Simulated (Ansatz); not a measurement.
## Geometry relaxation, with input and output: WH₆ClO₂F (part 1 of 2)

WH₆ClO₂F, computed with RHF/def2-SVP (Ansatz 0.2.0).

The input holds or restrains some coordinates. It belongs to a series of runs on one base structure; here: pulled along the bonds that form and break, towards end A. Figures and captions count atoms from 1; the log counts them from 0 in places.

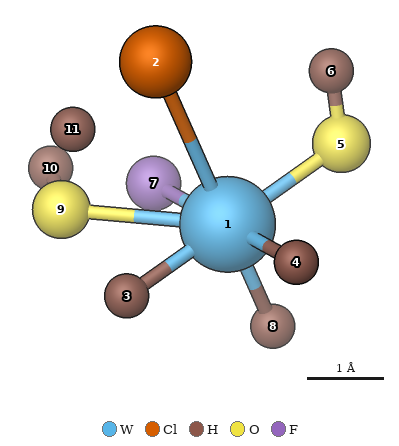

The starting structure (ball-and-stick view, seen at a tilt; atoms are numbered from 1 in the order of the input). Sticks mark near contacts.

Key numbers

- outcome: converged under the restraints of the input
- total energy: −21176.3732 eV
- mean-field energy: −21176.3732 eV
- largest force (length of the vector) at the end, held atoms and coordinates included: 1.296 eV/Å
- hardware: 2 threads of Intel Xeon (Sapphire Rapids), 32 GiB of memory available, shared host
- wall time: 37 s (CPU time 68 s)
- peak memory: 0.36 GiB

The input
```yaml
crystal:
  periodic: [false, false, false]
  atoms:
    - { symbol: W, position_ang: [0.0, 0.0, 0.0] }
    - { symbol: Cl, position_ang: [0.0, 0.0, 2.74] }
    - { symbol: H, position_ang: [1.72, 0.0, 0.0] }
    - { symbol: H, position_ang: [0.0, 1.72, 0.0] }
    - { symbol: O, position_ang: [-1.94, 0.0, 0.0] }
    - { symbol: H, position_ang: [-2.2771, -0.1263, 0.9437] }
    - { symbol: F, position_ang: [0.0, -1.85, 0.0] }
    - { symbol: H, position_ang: [0.0, 0.0, -1.72] }
    - { symbol: O, position_ang: [1.4672, -1.5382, 0.7063] }
    - { symbol: H, position_ang: [1.0148, -2.4401, 0.751] }
    - { symbol: H, position_ang: [1.0355, -1.0857, 1.9242] }
basis:
  gaussian: { orbitals: def2-SVP }
hamiltonian:
  xc: hf
relax:
  f_tol: 0.15
  max_steps: 25
  restrain:
    - { distance: [0, 8], at: 3.14, k: 30.0 }
    - { distance: [10, 1], at: 2.57, k: 30.0 }
    - { distance: [0, 1], at: 2.39, k: 30.0 }
    - { distance: [10, 8], at: 1.01, k: 30.0 }
```

Command:
```bash
ansatz run input.yaml --threads 2 --pin off --max-ram 3072MiB --backend cpu --events-out ev --progress --plain --runs-dir out
```

The program's output
```
The last accepted step is kept in [file] (removed where the run ends without a failure and the disk answers)
Engine: ansatz 0.2.0, x86_64-unknown-linux-gnu
Functional definition: HF
  exchange = exact_x
  correlation = 0
1282 factors; integrals over basis functions are off by at most 3.8e-4 eV
mean field evaluation 1: about -21154.6893 eV, gradient 6.9e1 eV
mean field evaluation 2: about -21154.9500 eV, gradient 6.9e1 eV
mean field evaluation 4: about -21164.9713 eV, gradient 1.1e1 eV
mean field evaluation 8: about -21165.3214 eV, gradient 1.5e0 eV
mean field evaluation 16: about -21165.3527 eV, gradient 3.5e-5 eV
mean field evaluation 32: about -21161.0297 eV, gradient 9.4e0 eV
mean field -21165.35269106 eV, -777.8123650051 hartree, gradient 3.5e-5 eV, S^2 0.000000; 0 other end points of the search recorded, 0 dependent functions left out
the calculation of the forces begins
reference -21165.35269106 eV, -777.8123650051 hartree; 31, 31 occupied and 91, 91 virtual orbitals, 1282 factors
relax step   1: F+E_penalty+E_count = -21165.35269106 eV  Δ(F+E_penalty+E_count) = +0.000e0 eV  max|allowed force component| = 1.778e1 eV/Å  E_restraint = 27.07287726 eV  max|allowed force component, restraints' pulls added| = 3.008e1 eV/Å  Δτ_max = 0.0000 Å  (119 SCF iters, accepted)
  distance W 0 - O 8 = 2.2400 Å
  distance H 10 - Cl 1 = 1.7078 Å
  distance W 0 - Cl 1 = 2.7400 Å
  distance H 10 - O 8 = 1.3691 Å
these checks for a lower state are left out or cut short: starts, cluster_reference, orbital_swaps, neighbouring_geometries, increment
1282 factors; integrals over basis functions are off by at most 5.4e-4 eV
mean field evaluation 64: about -21169.2871 eV, gradient 1.3e-2 eV
mean field -21169.28714027 eV, -777.9569533469 hartree, gradient 1.8e-5 eV, S^2 0.000000; 0 other end points of the search recorded, 0 dependent functions left out
[... from here on the field's lines of each further geometry are left out, up to the last ...]
relax step   2: F+E_penalty+E_count = -21169.28714027 eV  Δ(F+E_penalty+E_count) = -3.934e0 eV  max|allowed force component| = 8.359e0 eV/Å  E_restraint = 13.51027607 eV  max|allowed force component, restraints' pulls added| = 1.883e1 eV/Å  Δτ_max = 0.1949 Å  (64 SCF iters, accepted)
relax step   3: F+E_penalty+E_count = -21171.15453157 eV  Δ(F+E_penalty+E_count) = -1.867e0 eV  max|allowed force component| = 4.806e0 eV/Å  E_restraint = 4.80465720 eV  max|allowed force component, restraints' pulls added| = 9.500e0 eV/Å  Δτ_max = 0.1948 Å  (65 SCF iters, accepted)
relax step   4: F+E_penalty+E_count = -21172.29594334 eV  Δ(F+E_penalty+E_count) = -1.141e0 eV  max|allowed force component| = 3.912e0 eV/Å  E_restraint = 1.05213875 eV  max|allowed force component, restraints' pulls added| = 6.653e0 eV/Å  Δτ_max = 0.1953 Å  (56 SCF iters, accepted)
relax step   5: F+E_penalty+E_count = -21173.60190026 eV  Δ(F+E_penalty+E_count) = -1.306e0 eV  max|allowed force component| = 2.274e0 eV/Å  E_restraint = 0.08553150 eV  max|allowed force component, restraints' pulls added| = 2.275e0 eV/Å  Δτ_max = 0.1984 Å  (53 SCF iters, accepted)
relax step   6: F+E_penalty+E_count = -21174.56845528 eV  Δ(F+E_penalty+E_count) = -9.666e-1 eV  max|allowed force component| = 2.281e0 eV/Å  E_restraint = 0.03061684 eV  max|allowed force component, restraints' pulls added| = 1.698e0 eV/Å  Δτ_max = 0.1949 Å  (53 SCF iters, accepted)
relax step   7: F+E_penalty+E_count = -21175.17353190 eV  Δ(F+E_penalty+E_count) = -6.051e-1 eV  max|allowed force component| = 2.382e0 eV/Å  E_restraint = 0.01675834 eV  max|allowed force component, restraints' pulls added| = 1.844e0 eV/Å  Δτ_max = 0.1948 Å  (51 SCF iters, accepted)
relax step   8: F+E_penalty+E_count = -21175.44171618 eV  Δ(F+E_penalty+E_count) = -2.682e-1 eV  max|allowed force component| = 2.045e0 eV/Å  E_restraint = 0.01786150 eV  max|allowed force component, restraints' pulls added| = 1.447e0 eV/Å  Δτ_max = 0.2000 Å  (47 SCF iters, accepted)
relax step   9: F+E_penalty+E_count = -21175.65938156 eV  Δ(F+E_penalty+E_count) = -2.177e-1 eV  max|allowed force component| = 2.267e0 eV/Å  E_restraint = 0.02047998 eV  max|allowed force component, restraints' pulls added| = 1.797e0 eV/Å  Δτ_max = 0.1945 Å  (48 SCF iters, accepted)
relax step  10: F+E_penalty+E_count = -21175.82466741 eV  Δ(F+E_penalty+E_count) = -1.653e-1 eV  max|allowed force component| = 1.849e0 eV/Å  E_restraint = 0.02044583 eV  max|allowed force component, restraints' pulls added| = 1.285e0 eV/Å  Δτ_max = 0.2000 Å  (47 SCF iters, accepted)
relax step  11: F+E_penalty+E_count = -21176.03841343 eV  Δ(F+E_penalty+E_count) = -2.137e-1 eV  max|allowed force component| = 1.204e0 eV/Å  E_restraint = 0.03171038 eV  max|allowed force component, restraints' pulls added| = 8.789e-1 eV/Å  Δτ_max = 0.1951 Å  (47 SCF iters, accepted)
relax step  12: F+E_penalty+E_count = -21176.20457041 eV  Δ(F+E_penalty+E_count) = -1.662e-1 eV  max|allowed force component| = 9.402e-1 eV/Å  E_restraint = 0.03378719 eV  max|allowed force component, restraints' pulls added| = 5.907e-1 eV/Å  Δτ_max = 0.1957 Å  (45 SCF iters, accepted)
relax step  13: F+E_penalty+E_count = -21176.30372051 eV  Δ(F+E_penalty+E_count) = -9.915e-2 eV  max|allowed force component| = 9.817e-1 eV/Å  E_restraint = 0.03398891 eV  max|allowed force component, restraints' pulls added| = 5.147e-1 eV/Å  Δτ_max = 0.1940 Å  (46 SCF iters, accepted)
relax step  14: F+E_penalty+E_count = -21176.30319595 eV  Δ(F+E_penalty+E_count) = +5.246e-4 eV  max|allowed force component| = 1.355e0 eV/Å  E_restraint = 0.03908535 eV  max|allowed force component, restraints' pulls added| = 8.275e-1 eV/Å  Δτ_max = 0.1695 Å  (51 SCF iters, rejected (line search))
relax step  15: F+E_penalty+E_count = -21176.33859809 eV  Δ(F+E_penalty+E_count) = -3.488e-2 eV  max|allowed force component| = 1.034e0 eV/Å  E_restraint = 0.03138715 eV  max|allowed force component, restraints' pulls added| = 2.505e-1 eV/Å  Δτ_max = 0.0827 Å  (43 SCF iters, accepted)
relax step  16: F+E_penalty+E_count = -21176.36174368 eV  Δ(F+E_penalty+E_count) = -2.315e-2 eV  max|allowed force component| = 1.108e0 eV/Å  E_restraint = 0.02947886 eV  max|allowed force component, restraints' pulls added| = 1.846e-1 eV/Å  Δτ_max = 0.1000 Å  (48 SCF iters, accepted)
relax step  17: F+E_penalty+E_count = -21176.36978249 eV  Δ(F+E_penalty+E_count) = -8.039e-3 eV  max|allowed force component| = 1.121e0 eV/Å  E_restraint = 0.02930947 eV  max|allowed force component, restraints' pulls added| = 1.674e-1 eV/Å  Δτ_max = 0.1272 Å  (46 SCF iters, accepted)
the calculation of the forces begins
reference -21176.37317751 eV, -778.2173604122 hartree; 31, 31 occupied and 91, 91 virtual orbitals, 1278 factors
relax step  18: F+E_penalty+E_count = -21176.37317751 eV  Δ(F+E_penalty+E_count) = -3.395e-3 eV  max|allowed force component| = 1.057e0 eV/Å  E_restraint = 0.03101957 eV  max|allowed force component, restraints' pulls added| = 1.219e-1 eV/Å  Δτ_max = 0.0889 Å  (48 SCF iters, accepted)
  distance W 0 - O 8 = 3.1266 Å
  distance H 10 - Cl 1 = 2.5747 Å
  distance W 0 - Cl 1 = 2.3777 Å
  distance H 10 - O 8 = 0.9686 Å
1278 factors; integrals over basis functions are off by at most 9.2e-4 eV
mean field evaluation 224: about -21176.3732 eV, gradient 1.5e-2 eV
```

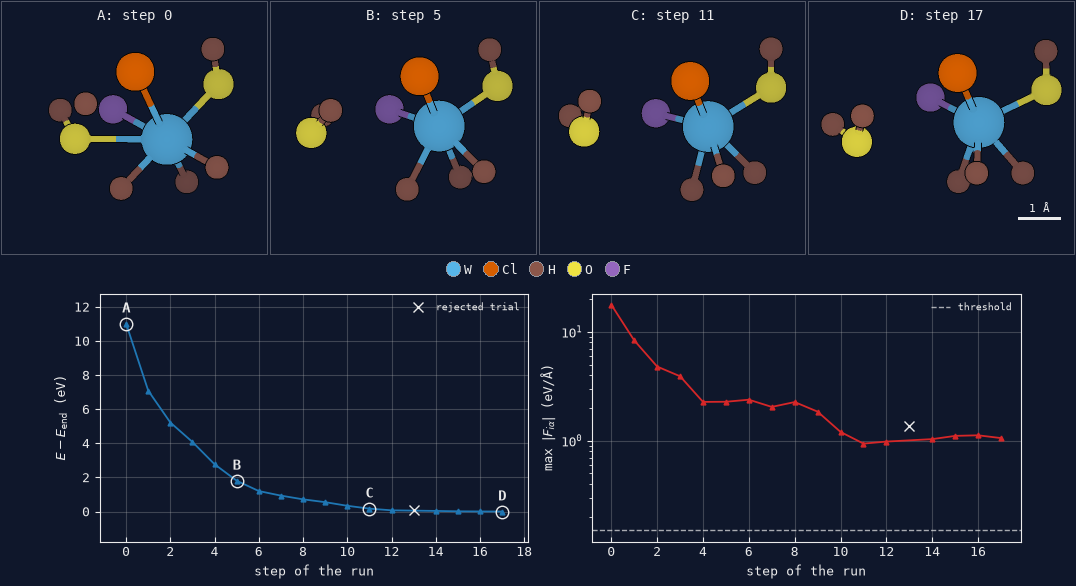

Frames of the restrained relaxation (ball-and-stick view, seen at a tilt) above the curves, on which the letters mark them (the first geometry is step 0 here and step 1 in the log).

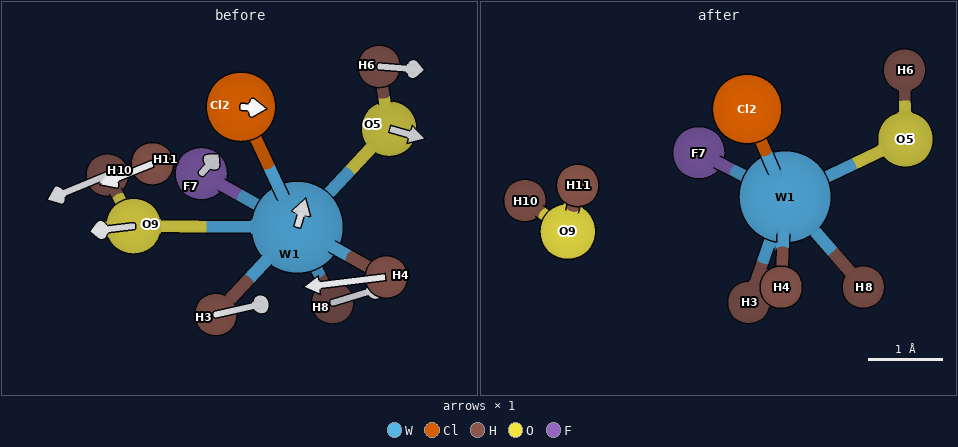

Before (left) and after (right) the restrained relaxation, at one scale (ball-and-stick view, seen at a tilt). The white arrows give the displacements, at true length. The energy falls by 11.020 eV in 17 geometry steps. The largest force component goes from 18 to 1.1 eV/Å. The line search rejected the trial step at point 13 (counted from 0) and went back. The largest move after the best rigid fit is that of H3, 1.50 Å. Largest moves by element: H 1.50 Å, O 0.89 Å, F 0.54 Å, W 0.45 Å, Cl 0.42 Å. Among the contacts that change: W1–O9 2.240 → 3.127 Å, O9–H11 1.369 → 0.969 Å, W1–Cl2 2.740 → 2.378 Å, W1–H8 1.720 → 1.639 Å. New bonds form: O9–H11 (1.37 → 0.97 Å). Bonds break: W1–O9 (2.24 → 3.13 Å). Among the angles that change: H3–W1–O5 180.0° → 121.3°, Cl2–W1–H8 180.0° → 126.4°, H4–W1–F7 180.0° → 133.9°. (Atoms are counted from 1 in the order of the input.)

```
mean field -21176.37317751 eV, -778.2173604122 hartree, gradient 2.1e-5 eV, S^2 0.000000; 1 other end points of the search recorded, 0 dependent functions left out
the calculation of the forces begins
reference -21176.37317751 eV, -778.2173604122 hartree; 31, 31 occupied and 91, 91 virtual orbitals, 1278 factors
Total energy: -21176.37317751 eV, -778.2173604122 hartree
Atom 0 at    -0.396999    -0.122353     0.141095 Å, force     0.434875    -0.206105     0.457116 eV/Å
Atom 1 at    -0.283858     0.067419     2.508537 Å, force    -0.138020     0.069151    -0.321264 eV/Å
Atom 2 at     0.734378    -0.227817    -1.061448 Å, force    -0.015742     0.010626     0.020458 eV/Å
Atom 3 at     0.859776     0.952125     0.309653 Å, force    -0.001134    -0.023113    -0.001500 eV/Å
Atom 4 at    -2.156253     0.479014    -0.212663 Å, force     0.001122    -0.057424    -0.014702 eV/Å
Atom 5 at    -2.845916     0.023672     0.259327 Å, force    -0.044651     0.013847     0.014158 eV/Å
Atom 6 at    -0.500336    -1.963387    -0.271391 Å, force    -0.051856     0.049267    -0.011744 eV/Å
Atom 7 at    -0.250732     1.099225    -0.941380 Å, force     0.007276     0.010065     0.002405 eV/Å
Atom 8 at     2.093053    -1.640103     1.268926 Å, force    -0.659567     0.606101     0.936614 eV/Å
Atom 9 at     1.974381    -2.573760     1.182843 Å, force    -0.036769    -0.092453    -0.024545 eV/Å
Atom 10 at     1.792905    -1.414336     2.161700 Å, force     0.504466    -0.379960    -1.056996 eV/Å
Dipole moment:    -0.172804    -0.268972     0.198097 e Å
```

Trajectory as extended XYZ (Å, eV, eV/Å), 18 frames, from step=1 to step=18
```
11
Properties=species:S:1:pos:R:3:forces:R:3 step=1 energy=-21165.35269
W     0.0000    0.0000    0.0000    1.2929  -3.5508   1.8815
Cl    0.0000    0.0000    2.7400    0.3889  -0.2901  -1.0712
H     1.7200    0.0000    0.0000    0.3904   3.0176  -1.5605
H     0.0000    1.7200    0.0000    0.1450   0.2261  -0.2544
O    -1.9400    0.0000    0.0000    0.2148   0.8380   2.8693
H    -2.2771   -0.1263    0.9437    0.3471   0.2278  -2.6794
F     0.0000   -1.8500    0.0000  -17.7767  -5.4373  -9.4298
H     0.0000    0.0000   -1.7200    0.4677   0.2997   0.6990
O     1.4672   -1.5382    0.7063   10.2944   2.8903  11.9827
H     1.0148   -2.4401    0.7510    2.6474   2.6513   0.2231
H     1.0355   -1.0857    1.9242    1.5881  -0.8727  -2.6601
11
Properties=species:S:1:pos:R:3:forces:R:3 step=2 energy=-21169.28714
W    -0.0704    0.0512    0.0383    2.0599  -4.8984   2.7596
Cl   -0.0794    0.0843    2.7203   -0.1191   0.3963  -1.4735
H     1.7189    0.0231   -0.0106   -0.6610   2.3032  -1.6941
H     0.0005    1.7254   -0.0018    0.2261   0.7822  -0.5973
O    -1.9479    0.0098    0.0136   -0.6528   1.0407   1.2502
H    -2.2786   -0.1259    0.9320   -0.0355   0.1089  -1.5308
F    -0.0876   -1.8659   -0.0476   -6.9813  -1.0727  -4.4078
H     0.0036    0.0032   -1.7117    0.2358   0.5905   1.1345
O     1.5968   -1.6096    0.8332    0.4181   1.1695   8.3588
H     1.0280   -2.4310    0.7530    2.4305   2.0046   0.2833
H     1.1366   -1.1849    1.8265    3.0794  -2.4249  -4.0831
```
